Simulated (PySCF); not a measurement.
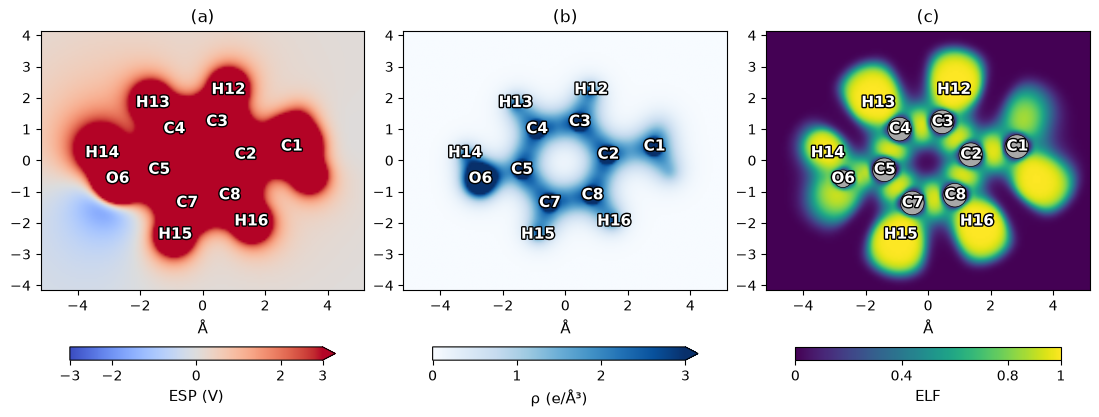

Figure. C7H8O (SMILES Cc1ccc(O)cc1). (a) molecular electrostatic potential; (b) electron density; (c) electron localisation function on the plane of atoms C2, C8 and C7. Grey discs cover the atomic cores in the ELF map.

Geometry: PBE0-D3(BJ)/def2-TZVP.

The calculation used PBE0/pcSseg-2, SCF density, gas phase, non-relativistic (PySCF).

```yaml
atoms:
  - { symbol: C, position_ang: [-2.4108, -0.2096, 0.5249] }
  - { symbol: C, position_ang: [-0.9535, -0.1111, 0.1882] }
  - { symbol: C, position_ang: [-0.0725, 0.5836, 1.0099] }
  - { symbol: C, position_ang: [1.2717, 0.7006, 0.6948] }
  - { symbol: C, position_ang: [1.7662, 0.1159, -0.4644] }
  - { symbol: O, position_ang: [3.0736, 0.1948, -0.8242] }
  - { symbol: C, position_ang: [0.9049, -0.5849, -1.2969] }
  - { symbol: C, position_ang: [-0.4350, -0.6919, -0.9656] }
  - { symbol: H, position_ang: [-2.8879, -1.0255, -0.0204] }
  - { symbol: H, position_ang: [-2.5630, -0.3841, 1.5925] }
  - { symbol: H, position_ang: [-2.9416, 0.7123, 0.2677] }
  - { symbol: H, position_ang: [-0.4417, 1.0444, 1.9206] }
  - { symbol: H, position_ang: [1.9398, 1.2459, 1.3553] }
  - { symbol: H, position_ang: [3.5522, 0.7013, -0.1626] }
  - { symbol: H, position_ang: [1.2989, -1.0429, -2.1960] }
  - { symbol: H, position_ang: [-1.0965, -1.2455, -1.6243] }
```

What do the fields say about this system?

The section cuts through C, O and H sites.
C–O (1.36 Å): the density is about 2.3 e/Å³ at the midpoint, with its minimum of 2 e/Å³ about 0.5 Å from C; the ELF peaks at about 0.90 between the atoms; a polar covalent bond.
C–C (1.38 Å): ρ is about 2.2 e/Å³ halfway; the ELF peaks at about 0.95 between the atoms, as expected for localised, covalent bonding.
O–H (0.96 Å): ρ at the midpoint is about 3.8 e/Å³; the ELF climbs to about 1 towards the hydrogen, as it does in any bond to H (a covalent bond by its length).
C–C (1.50 Å): ρ at the midpoint is about 1.7 e/Å³; the ELF peaks at about 0.95 between the atoms: a covalent bond.
C–H (1.08 Å): ρ at the midpoint is about 2 e/Å³; the ELF climbs to about 1 towards the hydrogen; an ordinary covalent bond to hydrogen.
The ELF also peaks beside O6, away from the bonds: lone-pair regions.
Outside the dense part of the molecule the potential is most negative (−1.6 V) near O6.
